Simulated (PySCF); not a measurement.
# C₂H₈B₂S, SMILES `BSBCC`: electronic structure

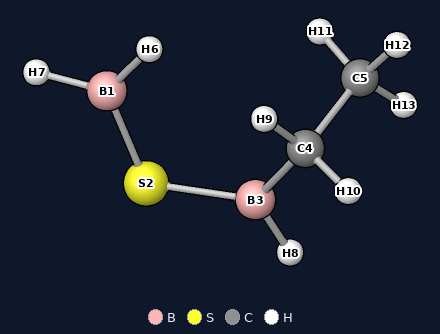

The molecule, with its atoms numbered as below. No frequency check shows the geometry to be a minimum.

Cartesian coordinates (Å):

```
B1      -1.5463    1.3183    0.1219
S2      -1.4639   -0.4292   -0.1490
B3       0.2267   -0.9868    0.0891
C4       1.4143   -0.1157    0.6574
C5       2.2810    0.4251   -0.4950
H6      -0.6049    1.9503    0.3933
H7      -2.5934    1.8156   -0.0130
H8       0.4138   -2.0934   -0.2422
H9       1.0893    0.7315    1.2637
H10      2.0577   -0.7292    1.2934
H11      1.7005    1.0910   -1.1307
H12      3.1313    0.9789   -0.1024
H13      2.6540   -0.3921   -1.1081
```

### 1. Bonding charge

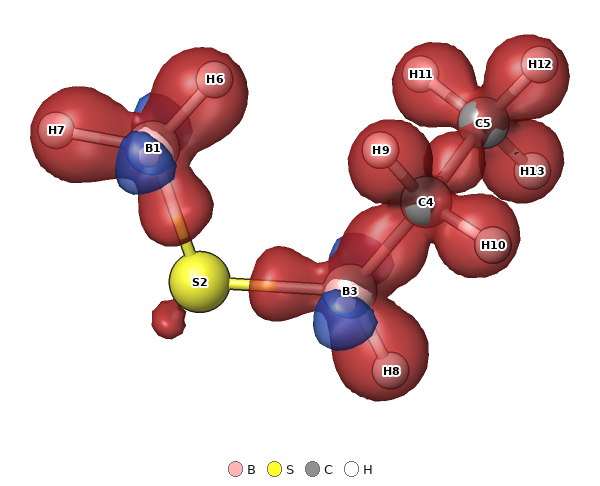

Deformation density (molecule less spherical, spin-averaged free atoms at the same positions), surfaces at ±0.13 e/Å³; red: gain, blue: loss.

Computed with PySCF, TPSS/def2-SVPD, geometry: GFN2-xTB.

Question: How much density has each bond gained at its critical point, relative to the free atoms?

Answer: The five largest and four smallest: C5–H13: +0.66 e/Å³ at the bond critical point (bond length 1.09 Å). C5–H11: +0.66 e/Å³ at the bond critical point (bond length 1.09 Å). C5–H12: +0.66 e/Å³ at the bond critical point (bond length 1.09 Å). C4–H9: +0.63 e/Å³ at the bond critical point (bond length 1.09 Å). C4–H10: +0.61 e/Å³ at the bond critical point (bond length 1.09 Å). B3–C4: +0.45 e/Å³ at the bond critical point (bond length 1.58 Å). C4–C5: +0.37 e/Å³ at the bond critical point (bond length 1.54 Å). B1–S2: +0.28 e/Å³ at the bond critical point (bond length 1.77 Å). S2–B3: +0.26 e/Å³ at the bond critical point (bond length 1.80 Å). In all, 2.9 electrons gather in the regions of gain relative to the promolecule.

Question: Where do the Hirshfeld charges lie?

Answer: The highest Hirshfeld charge is on B3 (+0.14 e), the lowest on C4 (−0.12 e).

```csv
atom,charge (e)
B1,+0.11
S2,−0.04
B3,+0.14
C4,−0.12
C5,−0.08
H6,−0.06
H7,−0.06
H8,−0.06
H9,+0.03
H10,+0.04
H11,+0.03
H12,+0.04
H13,+0.03
```

### 2. Electrostatic potential

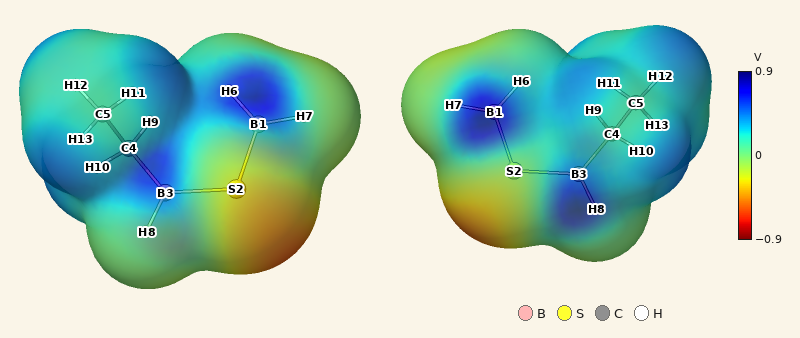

Electrostatic potential on the surface of electron density 0.001 a.u. (back view left, front view right).

Question: Where are the extremes of the potential on the surface?

Answer: Highest: 0.89 V, over B1, off the plane of its three bonds (1.8 Å). Further maxima include 0.77 V, over B3, off the plane of its three bonds (1.9 Å); 0.47 V, 1.4 Å from H10. Lowest: −0.59 V, 2.2 Å from S2. Further minima include −0.15 V, 1.6 Å from H7; 0.11 V, about equally far (1.6 Å) from H12 and H13, over C5 (2.0 Å). The surface is sampled at points, so like sites can differ by a few per cent and only the strongest of them is named.

### 3. Excited states

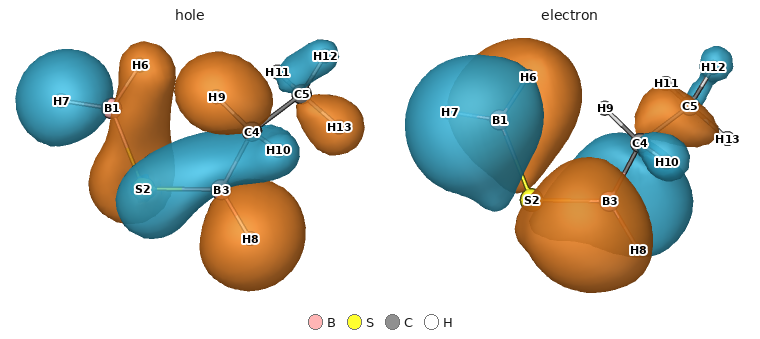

Leading natural transition orbital pair of T₃ (TDA triplet states); the surfaces enclose about 85 % of each orbital's density.

Level of theory: PBE/6-311+G** (PySCF), at a geometry from GFN2-xTB.

Question: Give its energy and the atoms that hole and electron lie on.

Answer: 4.48 eV (277 nm), spin-forbidden from the singlet ground state; the leading pair carries 99 %; hole on B3 (20 %), S2 (18 %) and H8 (17 %), electron on B1 (36 %), B3 (29 %) and S2 (13 %); their centroids lie 0.6 Å apart. In canonical orbitals it is mainly HOMO−2 → LUMO (92 %). The HOMO–LUMO gap is 3.81 eV.

### 4. Localised orbitals

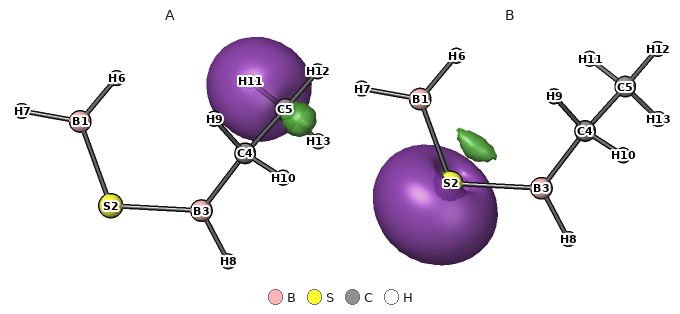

Pipek–Mezey orbitals, occupied; each surface holds about 85 % of the orbital's density. Energies are diagonal elements of the Fock matrix.

Level of theory: B3LYP/cc-pVDZ (PySCF), at a geometry from GFN2-xTB.

Question: What does each orbital represent in a Lewis picture?

Answer: By panel:
- A: σ bond C5–H11 (C5 55 %, H11 45 %; −13.0 eV)
- B: lone pair on S2 (sp1.1-type) (S2 98 %; −11.6 eV)

Question: How do all the valence pairs divide up?

Answer: 14 pairs: 12 σ bonds, 1 lone pair and 1 partly delocalised lone pair.

### 5. Stretching a bond

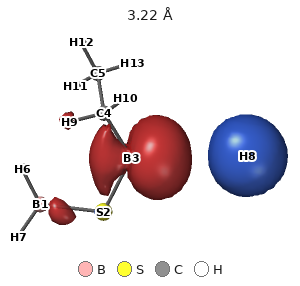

Rigid stretch of the B3–H8 bond. Broken-symmetry UHF spin density at ±0.03 e/Å³ (blue: α, red: β).

Method: 6-31G* basis; geometry: GFN2-xTB; program: PySCF.

Question: How does the broken-symmetry solution share the spin, and how far is it from a pure singlet?

Answer: At 3.22 Å excess α spin lies mostly on H8 and excess β on B3; the two could be swapped at no cost. ⟨S²⟩ is 0.98 at 3.22 Å, against 0 for a pure singlet and 1 for an equal mix of singlet and triplet.

Question: Where does the UHF solution part from RHF?

Answer: Between 1.78 Å (⟨S²⟩ = 0, the two coincide) and 2.07 Å (⟨S²⟩ = 0.41); at 3.22 Å ⟨S²⟩ is 0.98 and UHF lies 2.9 eV below RHF.

Question: How much energy does the stretch cost?

Answer: By CASSCF, 4.1 eV from the lowest point of the scan (1.26 Å) to 3.22 Å; RHF gives 6.7 eV from its own lowest point. The fragments aren't relaxed and dynamic correlation is missing, so this isn't a bond dissociation energy.
